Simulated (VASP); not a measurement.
Band structure of In (bct). These are MS2 meta-GGA, VASP's PBE PAW potentials (set 64) (plane waves; VASP) values and carry that method's errors.

Unless said otherwise, spin-orbit coupling is left out, though it shifts the bands of the heavy elements here.

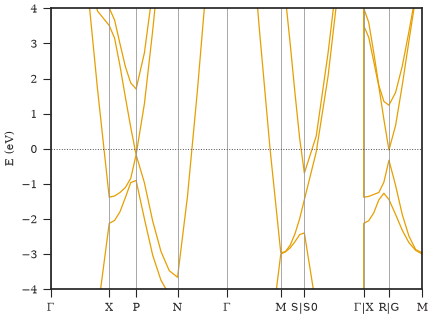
Bands along high-symmetry lines, zero at the valence-band maximum or, without a gap, the Fermi level

Question: Read the plot: is there a gap, and where are the band edges?

Answer: It has no gap at this level: it comes out as a metal or semimetal.

The compound is In in the bct structure. It was relaxed first.
